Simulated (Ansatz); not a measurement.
## Electronic structure of C$_{2}$F$_{3}$Si (SMILES FC#C[Si](F)F) (doublet) in real space

Input file:

```
crystal:
  periodic: [false, false, false]
  atoms:
    - {symbol: C, position_ang: [-0.365905, -0.028801, 0.368982]}
    - {symbol: C, position_ang: [-1.349327, -0.178080, 1.065215]}
    - {symbol: F, position_ang: [1.229010, 1.561394, -1.278828]}
    - {symbol: F, position_ang: [2.334064, -0.496680, -0.159179]}
    - {symbol: F, position_ang: [-2.373919, -0.320570, 1.814576]}
    - {symbol: Si, position_ang: [0.976627, 0.033067, -0.842356]}
basis:
  gaussian:
    orbitals: def2-TZVPD
magnetization:
  spin_polarized: true
  initial_magnetization: 1
hamiltonian:
  xc: pbe0
output: {forces: true, orbitals: {seedname: orbitals}}
```

Command:

```sh
ansatz run input.yaml --threads 2 --pin off --max-ram 4350MiB --events-out events.jsonl --progress --plain --runs-dir runs
```

Geometry: B3LYP/6-31G*.

These are results of isolated molecule in a Gaussian basis; Kohn-Sham density functional theory, functional PBE0 in Ansatz, not measurements.

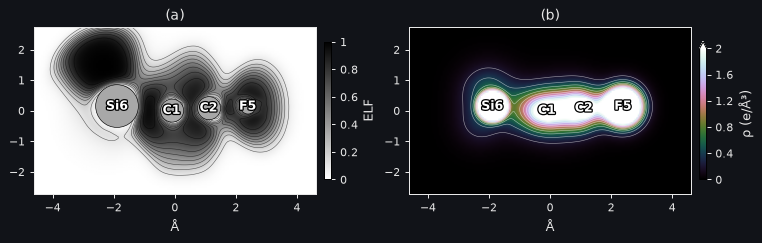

Figure 1. (a) electron localisation function; (b) total electron density on the plane of atoms C2, C1 and Si6. Grey discs cover the atomic cores in the ELF map.

### Read the bonding off the picture.

- Atoms in the plane: C, F and Si.
- C–C (1.21 Å): the density is about 2.7 e/Å³ at the midpoint; the ELF peaks at about 0.80 between the atoms; a multiple bond.
- C–F (1.28 Å): ρ at the midpoint is about 2.7 e/Å³; the ELF peaks at about 0.85 between the atoms (a shared but strongly polarised pair).
- C–Si (1.81 Å): ρ at the midpoint is about 1 e/Å³; the ELF peaks at about 0.95 between the atoms: a covalent bond.
- The ELF also peaks beside F5 and Si6, away from the bonds: non-bonding electrons, paired or unpaired.

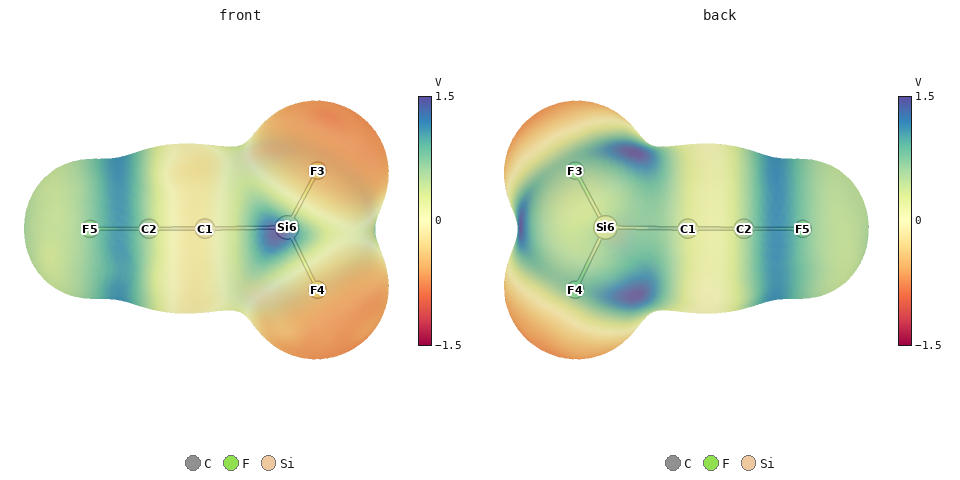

Figure 2. The molecular electrostatic potential painted on the density surface at 0.002 e/bohr³, seen from the front and from behind; the colour scale runs from red (negative) to blue (positive).

### Describe the electrostatic potential map.

The most negative region (about −0.8 V, or −18 kcal/mol for a unit charge) lies over F3 and F4, the most positive (about +1.5 V, or +35 kcal/mol for a unit charge) over Si6.

### What dipole moment does the calculation give?

Its dipole moment is 1.96 D.

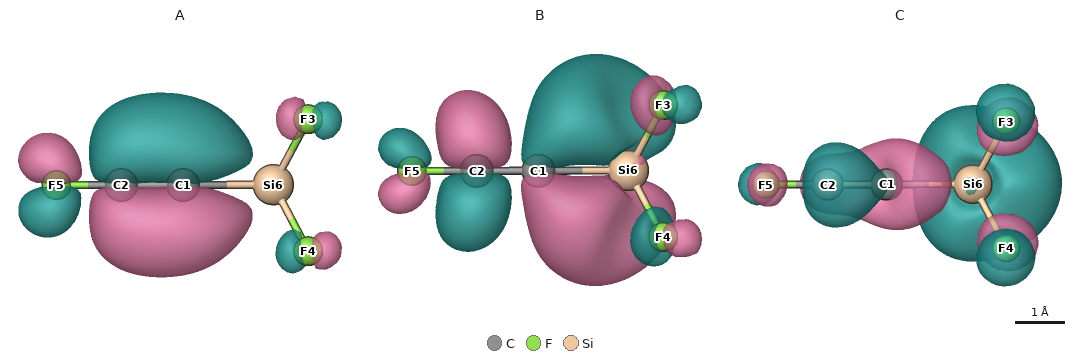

Figure 3. Three frontier orbitals at ±0.08 Å⁻³ᐟ² (teal and pink are the two phases), in no order.

### Which picture is the HOMO−1, the HOMO and the LUMO? All are α orbitals.

A is the HOMO−1 (α) (−9.06 eV). Its weight (Hirshfeld) is mainly on C1 (about 45 %), C2 (about 35 %) and F5 (about 10 %); π-bonding across C1–C2. C is the HOMO (α) (−7.17 eV). Its weight (Hirshfeld) is mainly on Si6 (about 65 %), C1 (about 10 %), C2 (about 5 %), F3 (about 5 %) and F4 (about 5 %). B is the LUMO (α) (−0.81 eV). It lies mainly on Si6 (about 40 %), C2 (about 25 %) and C1 (about 20 %).

### What is the gap between the highest occupied and lowest empty α orbitals?

6.36 eV between the orbital energies.
